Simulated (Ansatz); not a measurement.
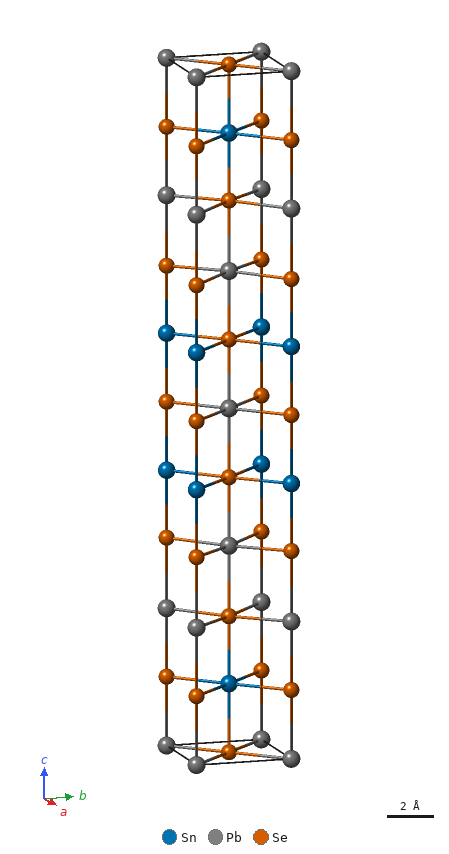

The image is a ball-and-stick drawing of a crystal, viewed slightly off an axis. The edges of the conventional unit cell are marked.

Sn$_{2}$Pb$_{3}$Se$_{5}$, space group I4/mmm (No. 139), a = 4.355 Å, b = 4.355 Å, c = 30.793 Å, α = 90.00°, β = 90.00°, γ = 90.00°. Starting structure: a structure type filled with these elements by a generator (whether the compound takes this form wasn't checked). Earlier steps of the study, as a rule a relaxation of our own, may have changed the cell and positions, so they can lie some per cent off the listed ones. A calculation with Ansatz used it as input.

This one geometry was computed with Ansatz (DFT, plane waves, PAW) at three levels of theory: PBE, r2SCAN and PBEsol.

Question: Which level gives the highest pressure at this volume, and what does that say about its equilibrium volume?

Answer: Highest: PBE (0.0 GPa), which points to the largest equilibrium volume. Lowest, with the smallest volume: PBEsol (-2.7 GPa). Levels within 0.5 GPa of each other can't be told apart.

Question: How does the band gap change with the level of theory?

Answer: PBEsol: a gap of 0.04 eV, direct; PBE: a gap of 0.06 eV, direct; r2SCAN: a gap of 0.11 eV, direct.

Question: Collect the results in a table.

Answer:
| level | cutoff (eV) | k-mesh of the run's cell | gap (eV) | pressure (GPa) |
| --- | --- | --- | --- | --- |
| PBE | 420 | 12×12×12 | 0.06 | 0.0 |
| r2SCAN | 500 | 12×12×12 | 0.11 | -1.0 |
| PBEsol | 420 | 12×12×12 | 0.04 | -2.7 |

Gaps are taken on the k-mesh or band path of each run.
